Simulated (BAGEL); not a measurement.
**HF/3-21G (density fitting with qzvpp-jkfit) run of VSF3 (SMILES [F][V]([F])([F])=[S])**

Aim: the energy change on altering one bond length of VSF3 at HF/3-21G (density fitting with qzvpp-jkfit), from 2 runs. 

The results are computed with BAGEL 1.2.2.

7 further runs of the same task are left out: 7 that didn't finish.

### 1 The molecule

VSF3 has 5 atoms, charge 0, and is taken as a singlet. SMILES: `[F][V]([F])([F])=[S]`. The coordinates come from a PBE0-D4/def2-TZVP relaxation.

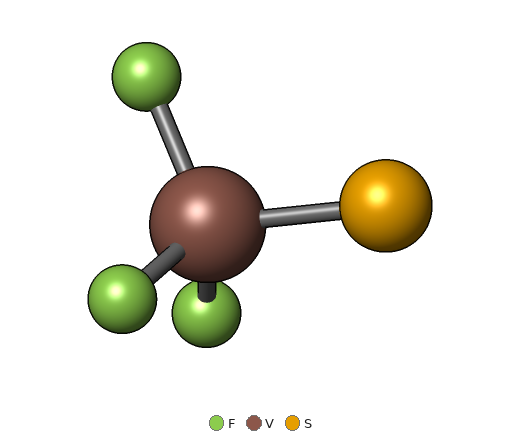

The structure, seen from a chosen angle (fluorine green, vanadium brown, sulfur amber).

### 2 A single-point energy at HF/3-21G (density fitting with qzvpp-jkfit)

Contents of input.json:

```json
{ "bagel": [

{
  "title": "molecule",
  "basis": "3-21g",
  "df_basis": "qzvpp-jkfit",
  "angstrom": "true",
  "geometry": [
    { "atom": "F", "xyz": [       0.253000,      -0.809600,       1.512000 ] },
    { "atom": "V", "xyz": [      -0.045100,      -0.048300,       0.010200 ] },
    { "atom": "F", "xyz": [      -1.340300,       1.058600,       0.155800 ] },
    { "atom": "F", "xyz": [      -0.399900,      -1.218600,      -1.185000 ] },
    { "atom": "S", "xyz": [       1.582100,       0.944200,      -0.534300 ] }
  ]
},

{
  "title": "hf"
},

{
  "title": "print",
  "file": "orbitals.molden",
  "orbitals": "true"
}

]}
```

Launch:

```
BAGEL_NUM_THREADS=1 BAGEL input.json > input.out
```

The program printed:

```text
* using 1 threads per process

  ===============================================================
  ===============================================================

  *** Geometry ***

  { "atom" : "F", "xyz" : [      0.478101,     -1.529922,      2.857266 ] },
  { "atom" : "V", "xyz" : [     -0.085227,     -0.091274,      0.019275 ] },
  { "atom" : "F", "xyz" : [     -2.532800,      2.000464,      0.294419 ] },
  { "atom" : "F", "xyz" : [     -0.755701,     -2.302820,     -2.239325 ] },
  { "atom" : "S", "xyz" : [      2.989736,      1.784279,     -1.009681 ] },

  Number of auxiliary basis functions:      623

  Since a DF basis is specified, we compute 2- and 3-index integrals:
    o Being stored without compression. Storage requirement is 0.022 GB

  Number of basis functions:       67
  Number of electrons      :       66

    * METHOD: MOLECULE                             0.28

  *** RHF ***

  === Nuclear Repulsion ===
   412.3412991925

      * DIIS with orbital gradients will be used.

  === RHF iteration (3-21g) ===
      0      -1629.66406143          0.04355310           0.09
      1      -1620.35704972          0.19296517           0.09
      2      -1630.29631923          0.03589814           0.09
      3      -1630.45714260          0.02302710           0.09
      4      -1630.46755965          0.02212509           0.09
      5      -1630.59641490          0.00090982           0.09
      6      -1630.59694036          0.00077129           0.09
      7      -1630.59787861          0.00039666           0.09
      8      -1630.59900522          0.00028810           0.09
      9      -1630.59994398          0.00031540           0.09
     10      -1630.60002235          0.00011789           0.09
     11      -1630.60006917          0.00007365           0.09
     12      -1630.60007270          0.00002197           0.09
     13      -1630.60007320          0.00001963           0.09
     14      -1630.60007345          0.00000204           0.09
     15      -1630.60007345          0.00000118           0.09
     16      -1630.60007346          0.00000070           0.09
     17      -1630.60007346          0.00000038           0.09
     18      -1630.60007346          0.00000021           0.09
     19      -1630.60007346          0.00000010           0.09
     20      -1630.60007346          0.00000007           0.09
     21      -1630.60007346          0.00000002           0.09
     22      -1630.60007346          0.00000001           0.09
     23      -1630.60007346          0.00000001           0.09
    * SCF iteration converged.

    * Permanent dipole moment:
           (   -0.030556,    -0.018700,     0.010039) a.u.

    * METHOD: HF                                   2.35

    * METHOD: PRINT                                0.01

  ===============================================================
```

It took 2.8 s on 1 thread of Arm Neoverse V2, shared host; peak memory 0.13 GiB.

### 3 The distorted shape

Contents of job.json:

```json
{ "bagel" : [

{
  "title" : "molecule",
  "basis" : "3-21g",
  "df_basis" : "qzvpp-jkfit",
  "angstrom" : true,
  "geometry" : [
    { "atom" : "F", "xyz" : [    0.536831,    0.126612,    2.468131 ] },
    { "atom" : "V", "xyz" : [    0.238731,    0.887912,    0.966331 ] },
    { "atom" : "F", "xyz" : [   -1.056469,    1.994812,    1.111931 ] },
    { "atom" : "F", "xyz" : [   -0.399900,   -1.218600,   -1.185000 ] },
    { "atom" : "S", "xyz" : [    1.865931,    1.880412,    0.421831 ] }
  ]
},
{
  "title" : "hf"
},
{
  "title" : "print",
  "file" : "orbitals.molden",
  "orbitals" : true
}

]}
```

Launch:

```
BAGEL_NUM_THREADS=1 BAGEL job.json > job.out
```

The program printed:

```text
* using 1 threads per process

  ===============================================================
  ===============================================================

  *** Geometry ***

  { "atom" : "F", "xyz" : [      1.014464,      0.239262,      4.664092 ] },
  { "atom" : "V", "xyz" : [      0.451136,      1.677911,      1.826101 ] },
  { "atom" : "F", "xyz" : [     -1.996437,      3.769648,      2.101245 ] },
  { "atom" : "F", "xyz" : [     -0.755701,     -2.302820,     -2.239325 ] },
  { "atom" : "S", "xyz" : [      3.526099,      3.553464,      0.797145 ] },

  Number of auxiliary basis functions:      623

  Since a DF basis is specified, we compute 2- and 3-index integrals:
    o Being stored without compression. Storage requirement is 0.022 GB

  Number of basis functions:       67
  Number of electrons      :       66

    * METHOD: MOLECULE                             0.29

  *** RHF ***

  === Nuclear Repulsion ===
   367.6687706018

      * DIIS with orbital gradients will be used.

  === RHF iteration (3-21g) ===
      0      -1629.13270607          0.04531548           0.09
      1      -1604.42975173          0.18157681           0.09
      2      -1629.37904289          0.06462375           0.09
      3      -1615.61531264          0.13211094           0.09
      4      -1618.67862053          0.16628024           0.09
      5      -1618.51936482          0.16581380           0.09
      6      -1629.25473472          0.04389682           0.09
      7      -1629.73056905          0.05098219           0.09
      8      -1629.97797735          0.03933135           0.09
      9      -1629.78241240          0.04617678           0.09
     10      -1629.86755418          0.04334892           0.09
     11      -1630.12203906          0.02893728           0.09
     12      -1630.33605973          0.00410932           0.08
     13      -1630.34572398          0.00261129           0.09
     14      -1630.35026769          0.00119073           0.09
     15      -1630.35262927          0.00104511           0.10
     16      -1630.35675413          0.00104914           0.10
     17      -1630.35831053          0.00088562           0.10
     18      -1630.36080527          0.00087255           0.09
     19      -1630.36423784          0.00072465           0.09
     20      -1630.36643642          0.00067517           0.09
     21      -1630.36952345          0.00026706           0.08
     22      -1630.36924296          0.00027741           0.08
     23      -1630.36968001          0.00008892           0.08
     24      -1630.36967721          0.00007107           0.09
     25      -1630.36969080          0.00004068           0.09
     26      -1630.36969527          0.00003544           0.09
[... 29 lines of this table left out ...]
     56      -1630.36971635          0.00000016           0.09
     57      -1630.36971635          0.00000016           0.08
     58      -1630.36971635          0.00000013           0.08
     59      -1630.36971635          0.00000010           0.09
     60      -1630.36971635          0.00000008           0.09
     61      -1630.36971635          0.00000007           0.09
     62      -1630.36971635          0.00000006           0.09
     63      -1630.36971635          0.00000005           0.09
     64      -1630.36971635          0.00000004           0.09
     65      -1630.36971635          0.00000003           0.09
     66      -1630.36971635          0.00000002           0.09
     67      -1630.36971635          0.00000001           0.09
     68      -1630.36971635          0.00000001           0.08
    * SCF iteration converged.

    * Permanent dipole moment:
           (   -1.070332,    -1.527105,    -0.846191) a.u.

    * METHOD: HF                                   6.24

    * METHOD: PRINT                                0.01

  ===============================================================
```

Run time: 6.9 s. Hardware: 1 thread of Arm Neoverse V2, shared host; peak memory 0.13 GiB.

### 4 What came out

Level: HF/3-21G (density fitting with qzvpp-jkfit).

| quantity | value |
| --- | --- |
| first shape: total energy | -1630.60007 Eh |
| first shape: dipole moment | 0.09 D |
| first shape: HOMO energy | -12.28 eV |
| first shape: LUMO energy | -1.20 eV |
| first shape: HOMO–LUMO gap | 11.08 eV |
| distorted shape: total energy | -1630.36972 Eh |
| distorted shape: dipole moment | 5.21 D |
| distorted shape: HOMO energy | -10.10 eV |
| distorted shape: LUMO energy | -4.57 eV |
| distorted shape: HOMO–LUMO gap | 5.54 eV |
| energy change with the V2–F4 bond stretched from 1.710 to 3.078 Å | 6.268 eV |

**Reading.** One bond (distorted shape) is far stretched, which a spin-restricted single reference describes badly; a broken-symmetry solution may lie lower. With the V2–F4 bond stretched from 1.710 to 3.078 Å the energy rises by 6.27 eV (145 kcal/mol). The first shape isn't relaxed at this level, so the change isn't measured from a minimum. A restricted reference can't describe the breaking bond well at this length.
